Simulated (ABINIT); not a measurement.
**Be3N2 (R3m): G0W0 with ABINIT, start to end**

Aim: the G0W0 gap of Be3N2 (R3m) on LDA, step by step.

Calculated with ABINIT 10.8.3; LDA and many-body steps on it, plane waves.

### Step 1. The starting structure

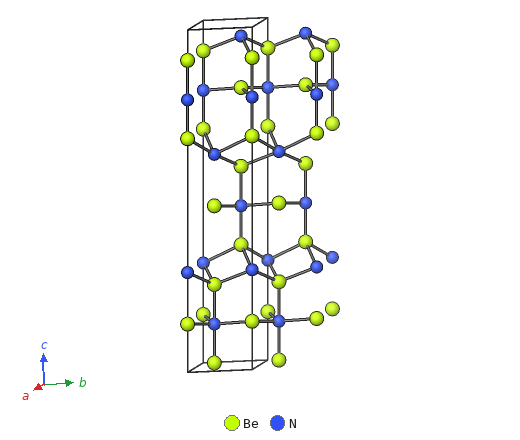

The cell as given, slightly off an axis (beryllium green, nitrogen blue). 1×2×1 cells are drawn. This picture shows the conventional cell, with its axes. Bonds to atoms that aren't drawn are left out. Some periodic images of atoms are drawn too.

As a file:

```cif
data_structure
_symmetry_space_group_name_H-M 'P 1'
_symmetry_Int_Tables_number 1
_cell_length_a 5.1350
_cell_length_b 5.1350
_cell_length_c 5.1350
_cell_angle_alpha 32.103
_cell_angle_beta 32.103
_cell_angle_gamma 32.103
_cell_volume 33.98
loop_
_atom_site_label
_atom_site_type_symbol
_atom_site_fract_x
_atom_site_fract_y
_atom_site_fract_z
_atom_site_occupancy
Be1 Be 0.85900 0.85900 0.85900 1
Be2 Be 0.31769 0.31769 0.31769 1
Be3 Be 0.08881 0.08881 0.08881 1
N4 N 0.20416 0.20416 0.20416 1
N5 N 0.70843 0.70843 0.70843 1
```

The cell and positions are those that the Materials Project relaxed with its own functionals (PBE, PBE+U or r2SCAN), kept fixed.

### Step 2. Ground state

This step: ABINIT 10.8.3; DFT, LDA, plane waves, norm-conserving pseudopotentials.

The ground-state density comes first.

The input, run.abi:

```
acell 3*1.0 Angstrom
rprim 
  1.419805055509 0.819724830995 4.866215662800
  -1.419805055509 0.819724830995 4.866215662800
  -0.000000000000 -1.639449661990 4.866215662800
ntypat 2
znucl 4 7
natom 5
typat 1 1 1 2 2
xred 
  0.859001080000 0.859001080000 0.859001080000
  0.317694560000 0.317694560000 0.317694560000
  0.088806770000 0.088806770000 0.088806770000
  0.204162680000 0.204162680000 0.204162680000
  0.708434910000 0.708434910000 0.708434910000
pp_dirpath "pseudos"
pseudos "Be.upf, N.upf"
ecut 38
ngkpt 8 8 8
nshiftk 1
shiftk 0 0 0
kptopt 1
chksymbreak 0
nband 17
occopt 1
tolvrs 1e-10
nstep 60
prtwf 0
optforces 0
optstress 0
indata_prefix "in"
outdata_prefix "out"
tmpdata_prefix "tmp"
```

The run is started by

```bash
OMP_NUM_THREADS=1 mpirun -n 8 abinit run.abi > log
```

Numbers of over 12 decimals in the logs are rounded to 6 here.

Output:

```text
.Version 10.8.3 of ABINIT. v10.8.2 released Aug 2026.

 Symmetries : space group R3 m (#160); Bravais hR (rhombohedral)
================================================================================
 Values of the parameters that define the memory need of the present run
     intxc =       0    ionmov =       0      iscf =       7    lmnmax =       4
     lnmax =       4     mgfft =      54  mpssoang =       2    mqgrid =    3001
     natom =       5  nloc_mem =       1    nspden =       1   nspinor =       1
    nsppol =       1      nsym =       6    n1xccc =    2501    ntypat =       2
    occopt =       1   xclevel =       1
-    mband =          17        mffmem =           1         mkmem =           9
       mpw =        2596          nfft =      157464          nkpt =          65
================================================================================
  Rough estimation (10% accuracy) of disk space for files :
================================================================================

--------------------------------------------------------------------------------
------------- Echo of variables that govern the present computation ------------
--------------------------------------------------------------------------------
 -outvars: echo values of preprocessed input variables --------
            acell      1.8897261259E+00  1.8897261259E+00  1.8897261259E+00 Bohr

      chksymbreak           0
             ecut      3.80000000E+01 Hartree
-          fftalg         312

              ixc       -1012
              kpt      0.00000000E+00  0.00000000E+00  0.00000000E+00
                       1.25000000E-01  0.00000000E+00  0.00000000E+00
                       2.50000000E-01  0.00000000E+00  0.00000000E+00
                       3.75000000E-01  0.00000000E+00  0.00000000E+00
                       5.00000000E-01  0.00000000E+00  0.00000000E+00
                       1.25000000E-01  1.25000000E-01  0.00000000E+00
                       2.50000000E-01  1.25000000E-01  0.00000000E+00
                       3.75000000E-01  1.25000000E-01  0.00000000E+00
                       5.00000000E-01  1.25000000E-01  0.00000000E+00
   [... 39 further rows ...]
                       5.00000000E-01  2.50000000E-01  2.50000000E-01
                      -3.75000000E-01  2.50000000E-01  2.50000000E-01
                       outvar_i_n : Printing only first  50 k-points.
         kptrlatt        8    0    0      0    8    0      0    0    8
          kptrlen      4.29286833E+01
P           mkmem           9
            natom           5
            nband          17
            ngfft          54      54      54
             nkpt          65
            nstep          60
             nsym           6
           ntypat           2
              occ      2.000000  2.000000  2.000000  2.000000  2.000000  2.000000
                       2.000000  2.000000  2.000000  2.000000  2.000000  0.000000
                       0.000000  0.000000  0.000000  0.000000  0.000000
        optforces           0
        optstress           0
            prtwf           0
            rprim      1.4198050555E+00  8.1972483100E-01  4.8662156628E+00
[...]
spgroup         160

           tolvrs      1.00000000E-10

             xred      8.5900108000E-01  8.5900108000E-01  8.5900108000E-01
[...]
znucl        4.00000    7.00000

================================================================================

 chkinp: Checking input parameters for consistency.

================================================================================
== DATASET  1 ==================================================================
-   mpi_nproc: 8, omp_nthreads: 1 (-1 if OMP is not activated)

--- !DatasetInfo
iteration_state: {dtset: 1, }
dimensions: {natom: 5, nkpt: 65, mband: 17, nsppol: 1, nspinor: 1, nspden: 1, mpw: 2596, }
cutoff_energies: {ecut:  38.0, pawecutdg:  -1.0, }
electrons: {nelect:   2.20000000E+01, charge:   0.00000000E+00, occopt:   1.00000000E+00, tsmear:   1.00000000E-02, }

 Real(R)+Recip(G) space primitive vectors, cartesian coordinates (Bohr,Bohr^-1):
 R(1)=  2.6830427  1.5490554  9.1958149  G(1)=  0.1863556  0.1075924  0.0362484
 R(2)= -2.6830427  1.5490554  9.1958149  G(2)= -0.1863556  0.1075924  0.0362484
 R(3)=  0.0000000 -3.0981109  9.1958149  G(3)=  0.0000000 -0.2151849  0.0362484
 Unit cell volume ucvol=  2.2931687E+02 bohr^3
 Angles (23,13,12)=  3.21025619E+01  3.21025619E+01  3.21025619E+01 degrees

 getcut: wavevector=  0.0000  0.0000  0.0000  ngfft=  54  54  54
         ecut(hartree)=     38.000   => boxcut(ratio)=   2.00551

--- Pseudopotential description ------------------------------------------------
- Be Generated using ONCVPSP code by D. R. Hamann
-  4.00000   4.00000  180309                  znucl, zion, pspdat
12 -1012 1 -1 1358                            pspcod,pspxc,lmax,lloc,mmax
     nproj     2     2
  pspatm : epsatm=    2.74190561
         --- l  ekb(1:nproj) -->
[...]
pspatm: atomic psp has been read  and splines computed

- N Generated using ONCVPSP code by D. R. Hamann
-  7.00000   5.00000  180309                  znucl, zion, pspdat
12 -1012 1 -1 1058                            pspcod,pspxc,lmax,lloc,mmax
     nproj     2     2
  pspatm : epsatm=    5.30777321
         --- l  ekb(1:nproj) -->
[...]
pspatm: atomic psp has been read  and splines computed

   4.14507792E+02                                ecore*ucvol(ha*bohr**3)
--------------------------------------------------------------------------------

_setup2: Arith. and geom. avg. npw (full set) are    2566.232    2566.209

================================================================================

--- !BeginCycle
iteration_state: {dtset: 1, }
solver: {iscf: 7, nstep: 60, nline: 4, wfoptalg: 0, }
tolerances: {tolvrs: 1.00E-10, }

     iter   Etot(hartree)      deltaE(h)  residm     vres2
 ETOT  1  -62.195170945052    -6.220E+01 1.351E-01 2.015E+03
 ETOT  2  -62.294036305139    -9.887E-02 4.524E-02 1.274E+03
 ETOT  3  -62.433235776998    -1.392E-01 1.184E-02 1.057E+01
 ETOT  4  -62.433920094443    -6.843E-04 2.724E-03 1.832E+00
 ETOT  5  -62.433982515680    -6.242E-05 1.833E-03 7.340E-02
 ETOT  6  -62.433988803816    -6.288E-06 1.445E-03 2.371E-02
 ETOT  7  -62.433989372925    -5.691E-07 2.548E-04 2.202E-04
 ETOT  8  -62.433989380448    -7.523E-09 5.422E-04 2.317E-06
 ETOT  9  -62.433989380532    -8.466E-11 7.266E-05 2.390E-08
 ETOT 10  -62.433989380533    -7.532E-13 1.734E-04 3.201E-10
 ETOT 11  -62.433989380533     0.000E+00 2.224E-05 7.054E-12

 At SCF step   11       vres2   =  7.05E-12 < tolvrs=  1.00E-10 =>converged.

--- !ResultsGS
iteration_state: {dtset: 1, }
comment   : Summary of ground state results
lattice_vectors:
- [  2.6830427,   1.5490554,   9.1958149, ]
- [ -2.6830427,   1.5490554,   9.1958149, ]
- [ -0.0000000,  -3.0981109,   9.1958149, ]
lattice_lengths: [   9.70367,    9.70367,    9.70367, ]
lattice_angles: [ 32.103,  32.103,  32.103, ] # degrees, (23, 13, 12)
lattice_volume:   2.2931687E+02
convergence: {deltae:  0.000E+00, res2:  7.054E-12, residm:  2.224E-05, diffor:  0.000E+00, }
etotal    :  -6.24339894E+01
entropy   :   0.00000000E+00
fermie    :   2.18036431E-01
cartesian_stress_tensor: null
pressure_GPa: null
xred      :
- [  8.5900E-01,   8.5900E-01,   8.5900E-01, Be]
- [  3.1769E-01,   3.1769E-01,   3.1769E-01, Be]
- [  8.8807E-02,   8.8807E-02,   8.8807E-02, Be]
- [  2.0416E-01,   2.0416E-01,   2.0416E-01,  N]
- [  7.0843E-01,   7.0843E-01,   7.0843E-01,  N]
cartesian_forces: null
force_length_stats: {min: null, max: null, mean: null, }

 Integrated electronic density in atomic spheres:
 ------------------------------------------------
 Atom  Sphere_radius  Integrated_density
[...]
================================================================================

 ----iterations are completed or convergence reached----

 Mean square residual over all n,k,spin=   60.366E-09; max=  22.238E-06
 reduced coordinates (array xred) for    5 atoms
       0.859001080000      0.859001080000      0.859001080000
       0.317694560000      0.317694560000      0.317694560000
       0.088806770000      0.088806770000      0.088806770000
       0.204162680000      0.204162680000      0.204162680000
       0.708434910000      0.708434910000      0.708434910000
 rms dE/dt=  0.0000E+00; max dE/dt=  0.0000E+00; dE/dt below (all hartree)
    1       0.000000000000      0.000000000000      0.000000000000
    2       0.000000000000      0.000000000000      0.000000000000
    3       0.000000000000      0.000000000000      0.000000000000
    4       0.000000000000      0.000000000000      0.000000000000
    5       0.000000000000      0.000000000000      0.000000000000

 cartesian coordinates (angstrom) at end:
    1      0.000000    -0.000000    12.540254
    2      0.000000    -0.000000     4.637911
    3     -0.000000     0.000000     1.296459
    4     -0.000000     0.000000     2.980499
    5      0.000000     0.000000    10.342191
 length scales=  1.889726125908  1.889726125908  1.889726125908 bohr
              =  1.000000000000  1.000000000000  1.000000000000 angstroms
 prteigrs : about to open file out_EIG
 Fermi (or HOMO) energy (hartree) =   0.21804   Average Vxc (hartree)=  -0.44517
 Eigenvalues (hartree) for nkpt=  65  k points:
 kpt#   1, nband= 17, wtk=  0.00195, kpt=  0.0000  0.0000  0.0000 (reduced coord)
  -3.34903   -3.34347   -3.29904   -0.37822   -0.29671   -0.06072    0.17390    0.17390
   0.20138    0.21804    0.21804    0.44352    0.50542    0.51990    0.51990    0.61112
   0.64400
 prteigrs : prtvol=0 or 1, do not print more k-points.

--- !EnergyTerms
iteration_state     : {dtset: 1, }
comment             : Components of total free energy in Hartree
kinetic             :  4.05670707121431E+01
hartree             :  1.01646024838959E+01
xc                  : -1.32469206557528E+01
Ewald energy        : -3.69375603529763E+01
psp_core            :  1.80757649260508E+00
local_psp           : -3.75791148171095E+01
non_local_psp       : -2.72096432433385E+01
total_energy        : -6.24339893805329E+01
total_energy_eV     : -1.69891539991116E+03
band_energy         : -2.00982952726327E+01

== END DATASET(S) ==============================================================
================================================================================

 -outvars: echo values of variables after computation  --------
           etotal     -6.2433989381E+01
            nband          17
             nkpt          65
          spgroup         160
 [... the other variables as echoed above ...]

 Calculation completed.
```

The job ended after 32 s (8 MPI ranks of Arm Neoverse V1, shared host; peak memory 0.75 GiB).

Numbers from this step:

```yaml
total_energy: -1698.9154 eV
gap: 2.731 eV
k_of_the_valence_top: 0, 0, 0
k_of_the_conduction_bottom: 0.5, 0.5, 0
least_direct_gap: 3.792 eV
```

The gap is indirect, with the least direct gap 1.06 eV higher.

(Continued in part 2 of 3.)

[Paths, hosts, dates, memory and timing lines, banners, echoed tables and standing remarks are left out of the program output.]

[Logs are printed without paths, hosts, clocks, repeated set-up lines and the standing remarks that a program may print on its own settings, such as how far it seeks lower states.]

[Runs of the session that timed out or met a known fault of the program may be left out.]

[Hosts, paths, dates, database ids (printed as entryN), source tags and the programs' standing remarks are cut or masked in the printed files.]

[G0W0 gaps are taken among the corrected bands and points alone; a level outside them can change the order at an edge.]

[Where Ansatz stands beside ABINIT at settings called matched, ABINIT's density can come from a denser mesh and the files from another edition; pairs whose starting gaps differed by over 0.03 eV were left out, so agreement reads better than it is.]
